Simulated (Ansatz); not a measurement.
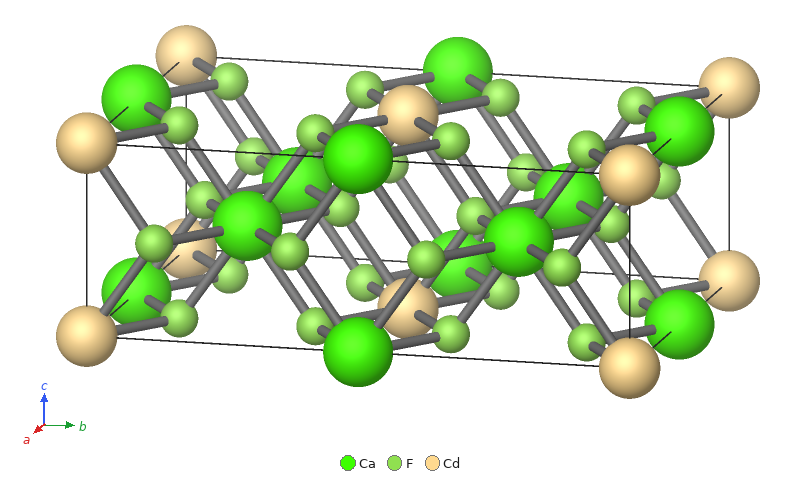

Ball-and-stick representation of a periodic structure, projected slightly off an axis. The edges of the conventional unit cell are marked.

Ca₃CdF₈, space group Cmmm (No. 65), a = 7.679 Å, b = 10.854 Å, c = 3.835 Å, α = 90.00°, β = 90.00°, γ = 90.00°. Origin of the cell: a structure type filled with these elements by a generator (whether the compound takes this form wasn't checked). Earlier steps of the study, as a rule a relaxation of our own, may have changed the cell and positions, so they can lie some per cent off the listed ones. It went into a calculation with Ansatz.

This one geometry was computed with Ansatz (DFT, plane waves, PAW) at five levels of theory: PBE0, PBE, PBE with spin-orbit coupling, HSE06 and r2SCAN. It was relaxed beforehand with r2SCAN.

Question: Which level gives the highest pressure at this volume, and what does that say about its equilibrium volume?

Answer: Highest: PBE (3.9 GPa) and PBE with spin-orbit coupling (3.9 GPa), which points to the largest equilibrium volume. Lowest, with the smallest volume: r2SCAN (0.0 GPa). Levels within 0.5 GPa of each other can't be told apart.

Question: How does the band gap change with the level of theory?

Answer: PBE with spin-orbit coupling: a gap of 5.32 eV, indirect; PBE: a gap of 5.33 eV, indirect; r2SCAN: a gap of 6.02 eV, indirect; HSE06: a gap of 7.44 eV, indirect; PBE0: a gap of 8.21 eV, indirect.

Question: Collect the results in a table.

Answer:
| level | cutoff (eV) | k-mesh of the run's cell | gap (eV) | pressure (GPa) |
| --- | --- | --- | --- | --- |
| PBE0 | 420 | 2×2×4 | 8.21 | 1.3 |
| PBE | 420 | 4×4×6 | 5.33 | 3.9 |
| PBE with spin-orbit coupling | 420 | 4×4×6 | 5.32 | 3.9 |
| HSE06 | 420 | 2×2×4 | 7.44 | 1.5 |
| r2SCAN | 500 | 4×4×6 | 6.02 | 0.0 |

Gaps are taken on the k-mesh or band path of each run.
